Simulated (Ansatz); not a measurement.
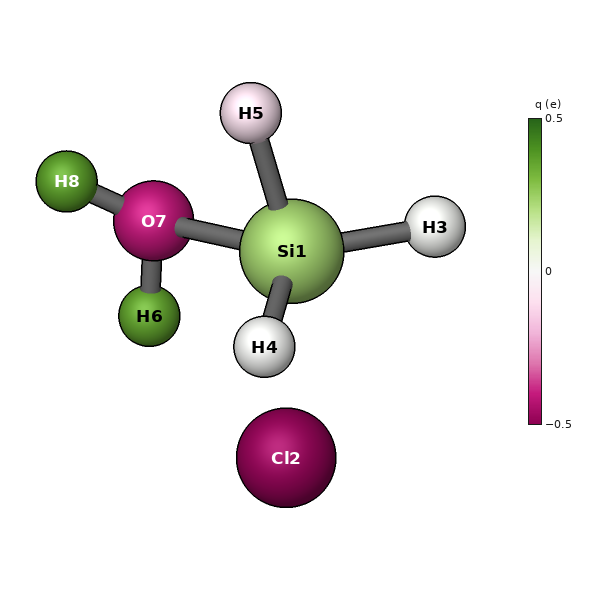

Atoms are coloured by their Mulliken charges. The computed structure is the end point of a PBE0-D4/def2-TZVP saddle-point search. Level of theory: RKS PBE0-D4/def2-TZVP (Ansatz 0.2.0).

Give the Mulliken charges atom by atom.

```csv
atom,value (e)
Si1,0.23
Cl2,−0.48
H3,0.01
H4,0.01
H5,−0.08
H6,0.36
O7,−0.41
H8,0.37
```

Mulliken values depend strongly on the basis set and can even reverse the polarity of a bond.
